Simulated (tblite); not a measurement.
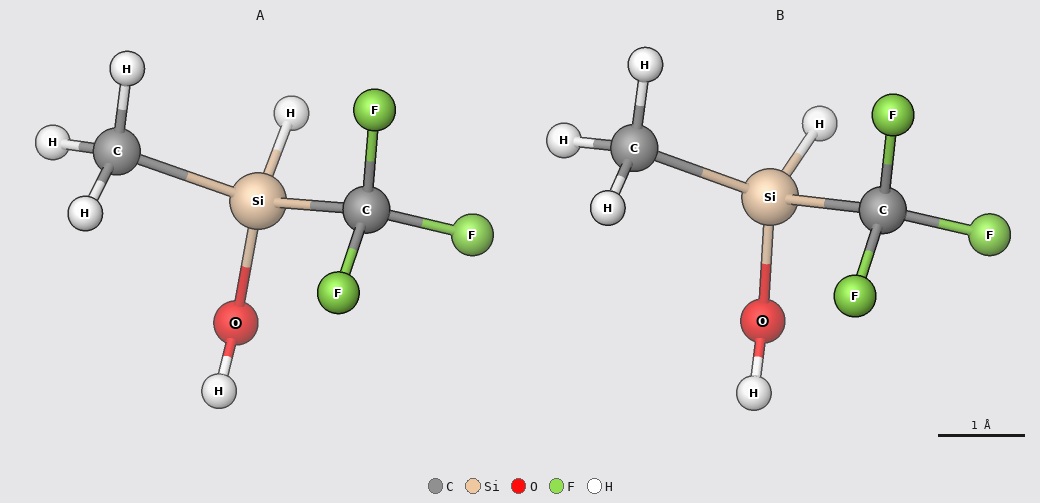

Two geometries of C$_{2}$H$_{5}$F$_{3}$OSi, drawn at one scale. One is the start of a relaxation, the other its converged end. A ball-and-stick model, seen from a free direction.

All numbers below come from tblite, GFN2-xTB geometry optimisation, gas phase. 

> Which geometry has the lower energy?

Structure B is the relaxed one. The energy falls by 7.54 kcal/mol in 59 geometry steps. The largest move after the best rigid fit is that of an H atom, 0.20 Å. By element the largest moves are H 0.20 Å, Si 0.15 Å, O 0.09 Å, F 0.08 Å, C 0.06 Å. Some distances before and after: C–Si 1.844 → 1.959 Å, O–Si 1.681 → 1.615 Å, H–Si 1.481 → 1.451 Å, C–F 1.361 → 1.348 Å. Bond angles that change, for instance: C–Si–H 106.0° → 118.4°, Si–O–H 116.8° → 125.7°, O–Si–C 115.6° → 107.1°. The run took 0.54 s on 1 thread of Arm Neoverse N1, with other jobs on the host.
